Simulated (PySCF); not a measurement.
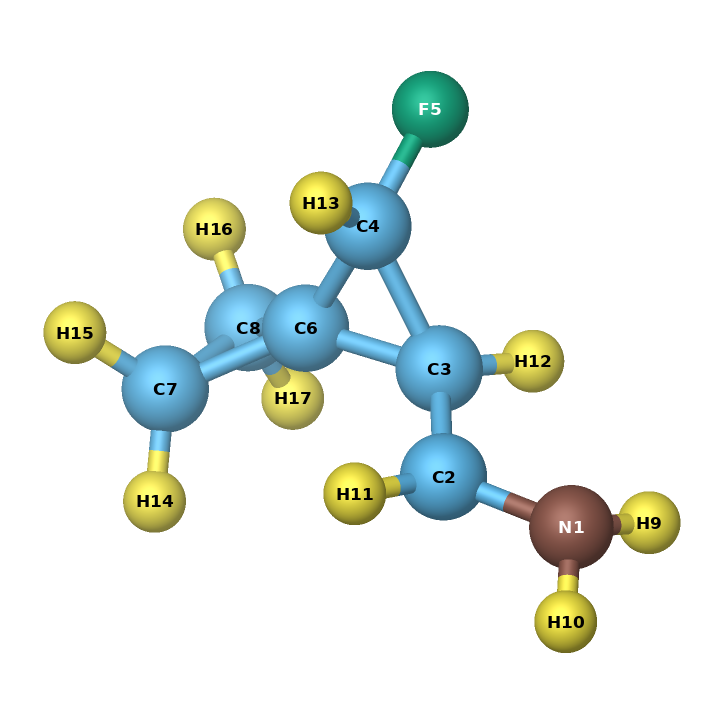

Charge 0, doublet. The computed structure is the end point of a GFN2-xTB optimisation. No frequency run is at hand to confirm it as a minimum. Method: UKS B3LYP, pcH-1 on C F H N, non-relativistic (PySCF 2.14.0).

Give the isotropic hyperfine couplings (Fermi-contact term alone) of N1, C2, C3, C4, F5, C6, C7, C8, H9, H10, H11, H12, H13, H14, H15, H16, H17.

| atom | isotope | a_iso (MHz) |
| --- | --- | --- |
| N1 | 14N | 17.2 |
| C2 | 13C | 88.0 |
| C3 | 13C | −34.9 |
| C4 | 13C | 101.8 |
| F5 | 19F | 59.1 |
| C6 | 13C | 44.1 |
| C7 | 13C | −0.3 |
| C8 | 13C | 0.2 |
| H9 | 1H | 3.6 |
| H10 | 1H | 21.5 |
| H11 | 1H | −44.3 |
| H12 | 1H | 9.9 |
| H13 | 1H | −5.5 |
| H14 | 1H | 0.0 |
| H15 | 1H | −0.3 |
| H16 | 1H | 1.6 |
| H17 | 1H | 3.3 |
